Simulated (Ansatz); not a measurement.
```xyz
13

C    -2.1521   -0.5214   -0.0045
C    -1.2286    0.4438   -0.0871
B     0.2782    0.1155   -0.0150
C     0.8741   -1.1853   -0.6380
Ga    1.5432    1.4941    0.9460
F     1.9626    2.9030   -0.0533
H    -1.8754   -1.5716    0.0078
H    -3.2128   -0.3063    0.0887
H    -1.5833    1.4733   -0.0656
H     1.3750   -0.8666   -1.5656
H     1.6559   -1.6593   -0.0389
H     0.1320   -1.9344   -0.9291
H     2.2311    1.6152    2.3545
```

Geometry: PBE0-D4/def2-TZVP.

These are results of Ansatz, RKS PBE0-D4/def2-TZVPP, not measurements.

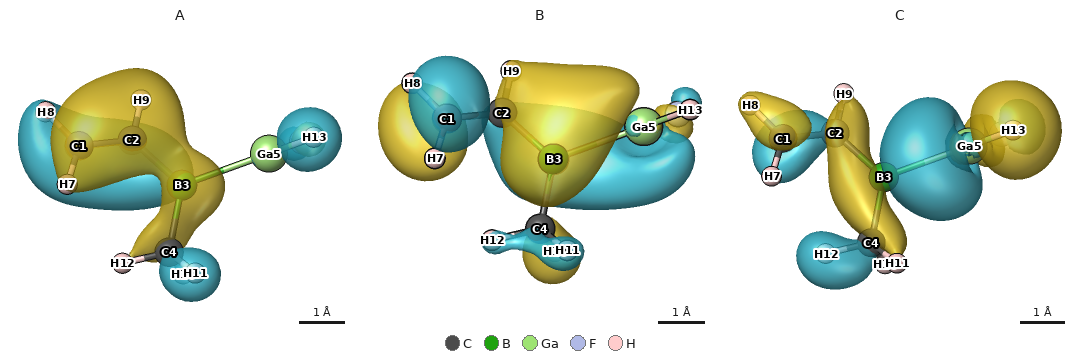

C3H7BFGa. Three frontier orbitals at ±0.08 Å⁻³ᐟ² (yellow and cyan are the two phases), in no order.

Order the three orbitals by energy and name them.

Answer. A is the HOMO−1 (−8.52 eV). It lies mainly on C2 (about 35 %), C1 (about 30 %) and B3 (about 10 %); π-bonding across C2–C1. C is the HOMO (−7.22 eV). Its weight (Hirshfeld) is mainly on Ga5 (about 25 %), B3 (about 25 %), H13 (about 15 %), F6 (about 5 %), C2 (about 5 %) and C4 (about 5 %). B is the LUMO (−2.24 eV). Its weight (Hirshfeld) is mainly on B3 (about 35 %), C1 (about 20 %), Ga5 (about 15 %) and C2 (about 10 %).

What is the HOMO–LUMO gap?

Answer. 4.98 eV between the orbital energies.
